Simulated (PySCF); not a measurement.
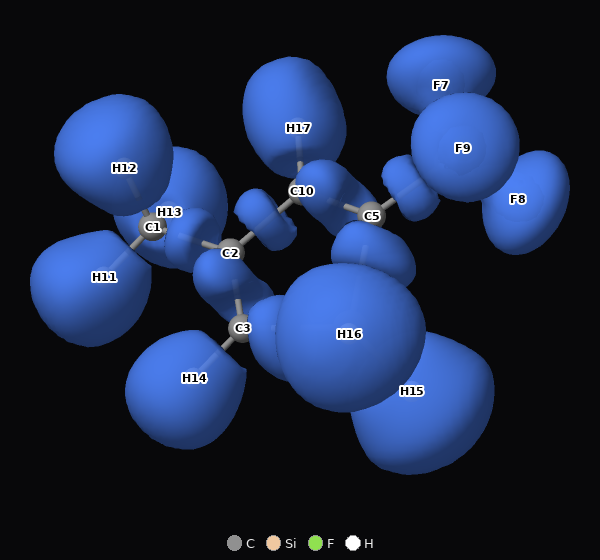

Figure. C6H7F3Si (SMILES CC1=C[SiH2]C(C(F)(F)F)=C1). Isosurface of the ELF at 0.75 (blue), seen at a tilt. Core shells and regions of very low density are left out.

Geometry: PBE0-D3(BJ)/def2-SVP.

These are results of PBE0/pcSseg-1, SCF density, gas phase, non-relativistic (PySCF 2.14.0), not measurements.

Input file:

```
{"job": {"kind": "nmr", "xc": "PBE0", "basis": "pcSseg-1"}, "charge": 0, "multiplicity": 1}
C     -2.648835     0.201200    -0.256773
C     -1.244381    -0.206424     0.050562
C     -0.869354    -1.320262     0.723072
Si     0.993863    -1.342808     0.835991
C      1.123376     0.281802    -0.105963
C      2.335911     1.050712    -0.485195
F      2.052872     2.180407    -1.144022
F      3.144514     0.325760    -1.269786
F      3.051124     1.390898     0.596780
C     -0.132055     0.668266    -0.402461
H     -3.376118    -0.518058     0.142099
H     -2.868932     1.193545     0.170680
H     -2.802108     0.285208    -1.345576
H     -1.603094    -2.031993     1.108090
H      1.645923    -2.479401     0.121056
H      1.534032    -1.260361     2.224788
H     -0.349152     1.589717    -0.954674
```

Run with:

```sh
OMP_NUM_THREADS=1 python probes_run.py task.json out
```

### Identify the bonds, lone pairs and shells in this picture.

The ELF exceeds this value in five regions between bonded C–C atoms (shared pairs), two regions between bonded C–Si atoms (shared pairs), seven regions around hydrogen nuclei and three regions on F in which the atom's valence shell and bonds are merged.

Values along the shortest contacts:
C–F (1.34 Å): the ELF peaks at about 0.85 between the atoms; a polar covalent bond. C–C (1.35 Å): the ELF peaks at about 0.95 between the atoms; localised, covalent bonding.
